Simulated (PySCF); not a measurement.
CH₃O, doublet, SMILES `C[O]`.

PySCF calculation, M06-2X/6-31+G*, gas phase; geometry: GFN2-xTB. No frequency check shows the geometry to be a minimum. The basis has diffuse s and p functions alone, which still leaves polarisabilities too small, most of all across bonds. The stability of the open-shell solution wasn't checked. GFN2-xTB doesn't know the spin state, so this open-shell geometry is rough.

Coordinates in Å:

```
C1       0.5435    0.0189    0.0000
O2      -0.7680    0.0008    0.0000
H3       0.9424   -0.5737   -0.8568
H4       0.9983    1.0249   -0.0012
H5       0.9429   -0.5717    0.8577
```

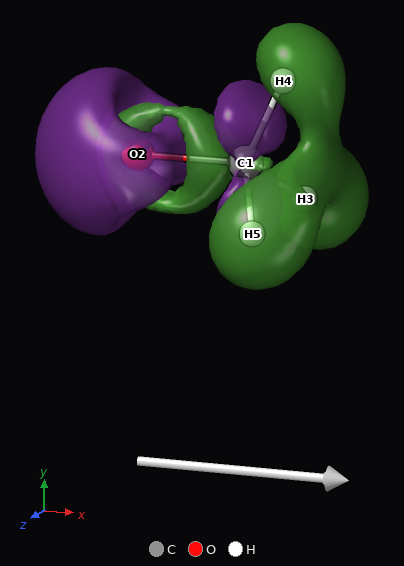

Change of the electron density in a uniform field of 0.41 V/Å along +x (arrow), surfaces at ±0.003 e/Å³ (purple: gain, green: loss).

### How large is the response?

The induced dipole is 0.41 D (along the field); α along this axis, from the fields in both directions, is 20 bohr³ (2.9 Å³).

### Which atoms gain and lose the most charge?

Electrons gather most on O2 (Hirshfeld charge changes by −0.028 e) and leave H3 and H5 alike most (+0.009 e); 0.044 electrons are displaced in all.

Run time: 18 s on 1 thread of Intel(R) Xeon(R) Platinum 8259CL CPU @ 2.50GHz (Skylake/Cascade Lake), with other jobs on the host, peak memory 0.25 GiB.
